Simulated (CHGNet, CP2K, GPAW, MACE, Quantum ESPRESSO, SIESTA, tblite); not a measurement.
# tblite runs on random packing of Si57C22H21 (at. %) (99 atoms)

Aim: run random packing of Si57C22H21 (at. %) (99 atoms) in tblite and see how near its forces come to a plane-wave reference, and at what cost.

Main program and level: tblite 0.8.0; the method is named at each step.

## Step 1: The starting structure

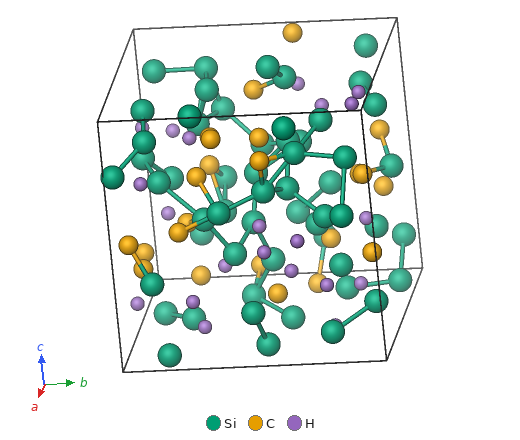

The starting structure, seen slightly off an axis (silicon teal, carbon orange, hydrogen purple). Bonds to atoms that aren't drawn are left out. Some periodic images of atoms are drawn too.

The cell holds 99 atoms: 56 Si, 22 C and 21 H. Its edges and angles: a = 11.200 Å, b = 11.200 Å, c = 11.200 Å, α = 90.0°, β = 90.0°, γ = 90.0°. 99 atoms (56 Si, 22 C, 21 H) packed at random in a cube at 2.2 g/cm³ and pushed apart as soft spheres; a start for melting by ab initio MD, not an equilibrated structure. Then every atom was moved at random, 0.05 Å r.m.s. a Cartesian component (hydrogen 0.6 of that).

The yardstick, on the same geometry:

| Item | Value |
| --- | --- |
| method | Kohn-Sham DFT, PBE, SSSP efficiency 1.3.0 pseudopotentials, plane waves (Quantum ESPRESSO 7.5); sssp-pbe-1.3.0-efficiency, cutoffs 60/480 Ry, Γ point |
| r.m.s. force component | 1.77 eV/Å |
| longest force | 7.461 eV/Å |
| pressure | -2.478 GPa |
| time | 8 min on 2 MPI ranks of Arm Neoverse V1, shared host |
| CPU time | 16 min |

## Step 2: GFN1-xTB

Method: GFN1-xTB tight binding, diagonalisation.

File run.py:

```python
import numpy as np
from ase.io import read
from tblite.ase import TBLite

atoms = read("structure.xyz")
atoms.calc = TBLite(method="GFN1-xTB", electronic_temperature=580, accuracy=1.0, max_iterations=250, mixer_damping=0.1, verbosity=1)
energy = atoms.get_potential_energy()
forces = atoms.get_forces()
print(f"energy {energy:.6f} eV")
print("forces (eV/A)")
for i, (a, f) in enumerate(zip(atoms, forces)):
    print(f"{i:4d} {a.symbol:2s} {f[0]:10.5f} {f[1]:10.5f} {f[2]:10.5f}")
stress = -atoms.get_stress(voigt=False) * 160.21766
print("stress (GPa, compression positive)")
for row in stress:
    print(" ".join(f"{x:10.4f}" for x in row))
print("charges (e)")
print(np.array2string(atoms.get_charges(), precision=4, suppress_small=True, max_line_width=110, threshold=100000))
```

File structure.xyz:

```xyz
99
Lattice="11.20040 0.00000 0.00000 0.00000 11.20040 0.00000 0.00000 0.00000 11.20040" Properties=species:S:1:pos:R:3 pbc="T T T"
Si 7.22280 4.56383 3.60698
Si 3.20399 10.87492 5.78075
Si 10.97426 1.57567 3.77554
Si 5.00803 7.80455 4.00448
Si 7.36998 1.29622 10.21510
Si 10.52468 9.80181 6.29978
Si 3.25920 7.11528 7.05233
Si 5.14446 6.93193 7.80634
Si 4.50939 0.91765 0.12152
Si 10.91087 7.79380 10.45076
Si 1.39624 2.26158 2.48022
Si 1.44015 3.69143 8.01422
Si 2.00834 5.31381 6.55951
Si 6.05606 2.35936 0.40456
Si 4.96245 10.74443 9.16350
Si 10.31008 1.89892 0.34486
Si 4.61064 5.36062 6.23896
Si 9.91336 4.50491 6.42175
Si 9.08196 5.91359 0.19567
Si 5.23249 5.15263 4.26847
Si 0.15636 7.25887 1.68152
Si 8.67348 7.74754 8.52093
Si 7.19603 9.00456 2.91054
Si 10.32341 5.61790 2.06983
Si 2.25162 8.07179 4.81102
Si 5.33889 0.75995 7.37199
Si 1.36510 6.41223 3.24173
Si 4.02934 1.67916 5.95055
Si 8.81516 10.61462 1.81614
Si 4.52328 5.69809 2.32072
Si 7.71472 3.48209 5.37966
Si 3.43203 6.76314 10.01349
Si 9.40621 1.57018 9.55170
Si 8.85224 6.30695 6.93014
Si 2.27133 3.28810 10.14969
Si 0.70686 3.36863 4.68434
Si 2.71621 9.84426 9.35693
Si 4.32604 3.58446 9.92859
Si 10.17512 8.87789 1.02316
Si 8.35964 8.71940 5.53009
Si 2.88623 3.58200 3.96035
Si 1.02808 10.73200 1.90104
Si 2.95489 10.70758 0.57536
Si 6.73446 8.67594 9.23731
Si 9.21681 9.96858 8.41844
Si 2.59009 1.13225 10.22574
Si 7.03027 7.02523 6.36060
Si 3.41523 10.02279 3.19682
Si 3.42172 2.89687 8.10170
Si 10.86954 0.34049 8.58175
Si 10.67219 3.82538 11.07316
Si 3.61123 8.56752 0.59295
Si 7.31834 1.66360 6.97460
Si 3.94702 4.62935 0.54154
Si 0.06810 9.77493 10.03645
Si 5.41663 6.44639 0.01859
[... 39 atom lines left out ...]
H 9.72564 8.75322 2.95691
H 8.45653 7.09086 3.19514
H 8.10853 3.13544 0.74035
H 11.12345 7.92496 5.47151
```

The run is started by

```
OMP_NUM_THREADS=1 python run.py > output.txt
```

Output:

```text
------------------------------------------------------------
  cycle        total energy    energy error   density error
------------------------------------------------------------
      1     -145.6419074296  -1.4660274E+02   7.3555983E-01
      2     -151.7819511774  -6.1400437E+00   5.1014171E-01
      3     -150.5312735522   1.2506776E+00   4.6974557E-01
      4     -153.7200205660  -3.1887470E+00   3.7176042E-01
      5     -153.9443282351  -2.2430767E-01   1.8866350E-01
      6     -154.5495868731  -6.0525864E-01   1.0223711E-01
      7     -154.9400742808  -3.9048741E-01   3.6276641E-02
      8     -154.9830604676  -4.2986187E-02   2.0669107E-02
      9     -155.0057845950  -2.2724127E-02   1.0465445E-02
     10     -155.0092188151  -3.4342201E-03   6.2419764E-03
     11     -155.0098598855  -6.4107046E-04   4.8987141E-03
     12     -155.0101094666  -2.4958104E-04   3.5012055E-03
     13     -155.0102339904  -1.2452387E-04   2.8271980E-03
     14     -155.0103988428  -1.6485238E-04   1.3919110E-03
     15     -155.0104071062  -8.2634143E-06   9.0727275E-04
     16     -155.0104153317  -8.2254476E-06   5.3157704E-04
     17     -155.0104177691  -2.4374032E-06   3.5595081E-04
     18     -155.0104187501  -9.8097789E-07   2.3835789E-04
     19     -155.0104193528  -6.0270611E-07   1.7034510E-04
     20     -155.0104195657  -2.1289375E-07   1.2335553E-04
     21     -155.0104195861  -2.0414660E-08   9.4247137E-05
     22     -155.0104196005  -1.4431635E-08   5.8134879E-05
     23     -155.0104196094  -8.8938350E-09   3.6972531E-05
     24     -155.0104196358  -2.6343344E-08   2.1674008E-05
     25     -155.0104196414  -5.6833471E-09   1.2274560E-05
------------------------------------------------------------
 total:                                   5.814 sec
energy -4218.048367 eV
forces (eV/A)
   0 Si    1.58269    1.98708   -4.71615
   1 Si   -2.78568   -5.24186    0.21681
   2 Si   -5.12867   -3.29897    2.99288
   3 Si    0.57918    1.56699   -0.08781
   4 Si   -1.43902   -2.27212   -0.65974
   5 Si    1.77288    1.55002   -1.54594
   6 Si   -8.26090    3.54801   -3.32284
   7 Si    8.96188    0.19661    4.90919
   8 Si    1.30107    0.55045    1.28953
   9 Si    0.96974   -9.68486   -3.41558
  10 Si    4.25162    0.56542   -3.69719
  11 Si   -4.69384    1.49599   -0.18793
  12 Si   -0.83820   -0.74973   -1.04842
  13 Si    2.57414    3.45166    1.57677
  14 Si    0.45869   -1.98922    2.03583
  15 Si   -0.75596   -7.14722    5.14685
  16 Si   -1.44311   -1.83585    4.71360
  17 Si    1.27801   -5.36020   -0.43146
  18 Si   -1.65881   -1.20930   -1.21282
  19 Si   -0.51505   -0.98787   -1.16694
  20 Si    8.49507    6.47560   -3.29302
  21 Si   -2.21440    3.42000    4.04701
  22 Si   -0.60145   -0.68346    0.59624
  23 Si   -6.43212  -10.37424    3.41953
[...]
91 H    -0.76318    0.38478   -0.40243
  92 H     0.61749    0.31063    0.12743
  93 H     0.58274   -0.36067   -0.42517
  94 H     0.46560   -0.19268    0.06413
  95 H     0.05064    0.01853   -0.73347
  96 H    -0.40337    0.41893   -0.30417
  97 H    -0.50156   -0.20188   -0.01726
  98 H     0.57990    1.14639    0.45635
stress (GPa, compression positive)
    3.6450     0.9595     2.1976
    0.9595     5.9100    -0.6646
    2.1976    -0.6646     6.6379
charges (e)
[ 0.0601  0.0747  0.0922  0.108   0.0594  0.1517  0.0151 -0.0541 -0.0659  0.0825  0.1067  0.0217  0.0915
 -0.0497 -0.0292 -0.1614 -0.1532  0.1182  0.1768 -0.0287  0.0223  0.0956  0.1501 -0.0373  0.138   0.0616
  0.0422  0.0712  0.1016  0.1469  0.0999  0.115   0.0481  0.1486  0.1091  0.1235 -0.0227  0.0779  0.1014
  0.0813  0.1505  0.0631 -0.0353  0.0809  0.0395  0.0221  0.0863  0.1895  0.1432  0.0226  0.0681  0.1084
  0.1693  0.1022 -0.0417  0.0555 -0.0993 -0.1673 -0.1556 -0.1442 -0.2058 -0.1516 -0.0783 -0.1446 -0.1413
 -0.1568 -0.0698 -0.1974 -0.1759 -0.1231 -0.1952 -0.157  -0.114  -0.0507 -0.1268 -0.1097 -0.0753 -0.1527
  0.0219 -0.0118 -0.0611  0.0087  0.0614 -0.0048 -0.0104 -0.0413  0.0481 -0.1176 -0.0596 -0.0389 -0.0809
  0.0107  0.0243 -0.0147 -0.0864  0.0025 -0.076  -0.0417 -0.0551]
```

It took 6.5 s on 1 thread of Arm Neoverse V1, shared host; peak memory 0.15 GiB.

Banners, paths, timers and routine set-up lines are dropped from the logs unmarked, and long logs keep their key lines alone; longer cuts are marked.

Numbers from this run, and their distance from the reference:

```yaml
r_m_s_force_component: 2.619 eV/Å
r_m_s_difference_of_force_components: 942.1 meV/Å
longest_difference_of_force_vectors: 5257 meV/Å
force_difference_over_r_m_s_force: 53.23 %
slope_of_forces_against_the_reference_s: 1.453
correlation_of_force_components: 0.9819
pressure: 5.398 GPa
pressure_difference: 7.876 GPa
```

Length of the force difference by element (eV/Å):

| element | atoms | mean | most |
| --- | --- | --- | --- |
| C | 22 | 0.87 | 2.0 |
| H | 21 | 0.44 | 0.73 |
| Si | 56 | 1.7 | 5.3 |

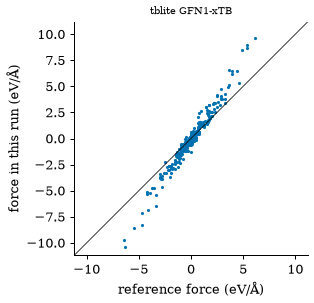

Force components against those of the reference; the line marks equality.

A closer look about Si33, picked at random: 11 atoms, nearest first, numbered in the order of the input, with positions taken from that point.

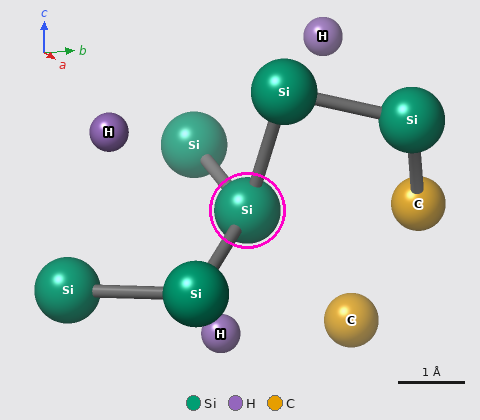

The atoms of the table, within 3.1 Å (arrows a, b, c point along x, y, z); some may hide others; the central atom is ringed.

| atom | x | y | z | distance (Å) | Mulliken charge (e) | Fx | Fy | Fz (eV/Å) |
| --- | --- | --- | --- | --- | --- | --- | --- | --- |
| Si33 | 0.00 | 0.00 | 0.00 | 0.00 | 0.05 | -0.64 | 2.57 | -1.32 |
| H79 | -0.22 | -0.36 | -1.94 | 1.98 | 0.02 | -1.01 | 0.27 | -0.64 |
| Si50 | 1.46 | -1.23 | -0.97 | 2.14 | 0.02 | 4.03 | -0.45 | -2.75 |
| Si5 | -2.04 | -0.27 | 0.66 | 2.16 | 0.06 | -1.44 | -2.27 | -0.66 |
| Si16 | 0.90 | 0.33 | 1.99 | 2.21 | -0.16 | -0.76 | -7.15 | 5.15 |
| H94 | 0.11 | -2.23 | 1.35 | 2.61 | -0.01 | 0.58 | -0.36 | -0.43 |
| C63 | -0.26 | 2.79 | -0.08 | 2.80 | -0.08 | -0.37 | 0.65 | 0.61 |
| C77 | -0.93 | 1.91 | -1.98 | 2.90 | -0.08 | -2.86 | 1.38 | 2.34 |
| Si51 | 1.27 | 2.26 | 1.52 | 3.00 | 0.07 | 1.00 | 8.65 | -3.03 |
| Si45 | -0.19 | -2.80 | -1.13 | 3.03 | 0.04 | -1.44 | 0.05 | -2.23 |
| H98 | -1.30 | 1.57 | 2.39 | 3.14 | -0.04 | -0.50 | -0.20 | -0.02 |

Atoms are counted from 1 here, from 0 in the log.

Forces lie 53 % from the reference's, at 0.0067 times its CPU time (on 1 against 2 cores).

Further runs of this program without a result: tblite GFN2-xTB (not converged).

## Step 3: Results

```
force difference from the reference : tblite GFN1-xTB, 53 %
its CPU time                        : 6.5 s
```

What this shows: Tight binding differs by 53 % (tblite GFN1-xTB); it is another model, with fitted parameters of its own, and the xTB methods hold dispersion. One electronic-structure run takes under half the reference's CPU time: tblite GFN1-xTB, at 53 % in 6.5 s against 16 min; its pressure misses by +7.9 GPa. Periodic xTB results under one method name differ between programs and library versions. The reference's pressure holds the uncorrected Pulay stress of its 60 Ry basis, so small pressure differences, and their order, may be the reference's own error. The electron count is odd in QE PBE, sssp-1.3.0-efficiency, 60/480 Ry, and they have no spin polarisation, so the unpaired electron is spread evenly over both spins. The reference's pressure of -2.5 GPa belongs to a cell and atoms that aren't relaxed at this level. The electronic-structure runs sample only Γ, in a cell whose shortest periodic width is 11 Å, which is coarse for a cell with partly filled levels.

[Also dropped from logs without a mark: logging warnings of Python, and SIESTA's first energy breakdown and zero terms.]

[Logs are printed without paths, hosts, clocks, repeated set-up lines and the standing remarks that a program may print on its own settings, such as how far it seeks lower states.]

[Hosts, paths, dates, database ids (printed as entryN), source tags and the programs' standing remarks are cut or masked in the printed files.]
